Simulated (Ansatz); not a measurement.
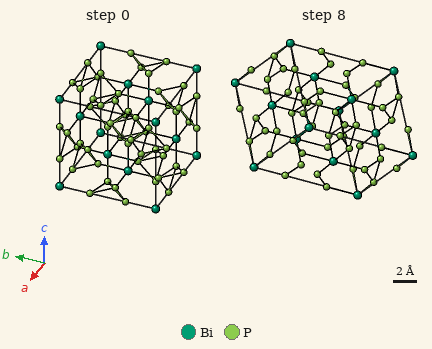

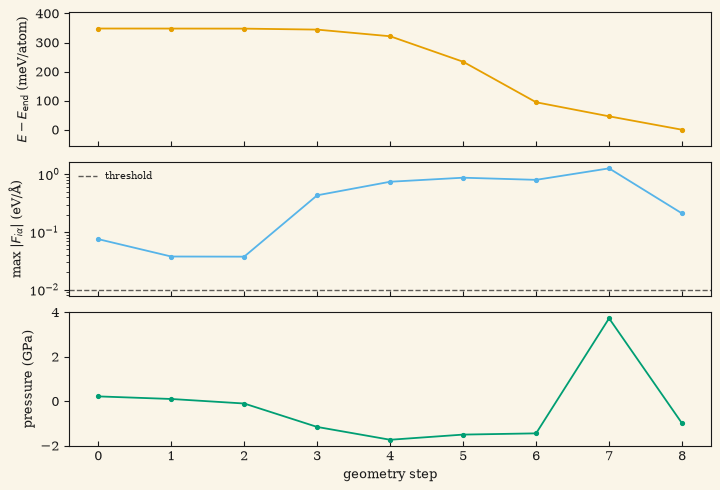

First and last geometry of a relaxation of solid BiP₆ (a generated structure, set up in Fm-3m), with the history of the run. A ball-and-stick model of the conventional cell (4 times the calculation's cell), seen from a free direction. Lengths and directions refer to the drawn axes.

All numbers below come from DFT PBE, scalar-relativistic, plane waves, PAW; settings changed in Ansatz 0.2.0.

The input:
```yaml
crystal:
  lattice:
    - [0.0, 4.6289584681, 4.6289584681]
    - [4.6289584681, 0.0, 4.6289584681]
    - [4.6289584681, 4.6289584681, 0.0]
  atoms:
    - { symbol: Bi, position: [0.0, 0.0, 0.0] }
    - { symbol: P, position: [0.6851407489, 0.3148592511, 0.3148592511] }
    - { symbol: P, position: [0.3148592511, 0.6851407489, 0.6851407489] }
    - { symbol: P, position: [0.3148592511, 0.6851407489, 0.3148592511] }
    - { symbol: P, position: [0.6851407489, 0.3148592511, 0.6851407489] }
    - { symbol: P, position: [0.3148592511, 0.3148592511, 0.6851407489] }
    - { symbol: P, position: [0.6851407489, 0.6851407489, 0.3148592511] }
basis:
  ecutwfc: 420
kpoints:
  mp_grid: { grid: [8, 8, 8], shift: [0.5, 0.5, 0.5] }
hamiltonian:
  xc: pbe
scf:
  occupations: { method: gaussian, width: 0.1 }
output:
  forces: true
  eigenvalues: true
  stress: true
relax:
  adjacent_minimum: "off"
  f_tol: 0.01
  max_steps: 80
  cell: { stress_tol: 0.05 }
```

Run as
```bash
ansatz run input.yaml --threads 1 --pin off --max-ram 2048MiB --backend cpu --events-out ev --progress --plain --runs-dir out
```

Read the history and describe the run.

The run was cut off at its time limit before the relaxation converged, so the last structure is only a point on the way. The largest moves relative to the cell, 0.16 Å, are those of P2, P3, P4, P5, P6 and P7. P3 goes along [1 1 1]. Bi stays in place. The volume changes by +1.2 %, with a = b = c 9.258 → 9.622 Å (+3.9 %), α 90.0° → 74.0°, β 90.0° → 74.0°, γ 90.0° → 74.0°. Near-neighbour distances that change, for instance: P2–P5 2.424 → 3.143 Å, P2–P4 2.424 → 2.170 Å, Bi1–P2 2.915 → 2.905 Å. Bond angles that change, for instance: P2–Bi1–P4 90.0° → 77.0°, P2–Bi1–P5 90.0° → 103.0°, Bi1–P3–P5 135.0° → 128.5°. The space group (tolerance 0.01 Å) goes from Fm-3m (No. 225) to R-3m (No. 166). The energy falls by 348 meV per atom in 8 geometry steps. Largest force component: 0.075 eV/Å at the start, 0.21 eV/Å at the end. Pressure: 0.22 GPa at the start and −1.00 GPa at the end.
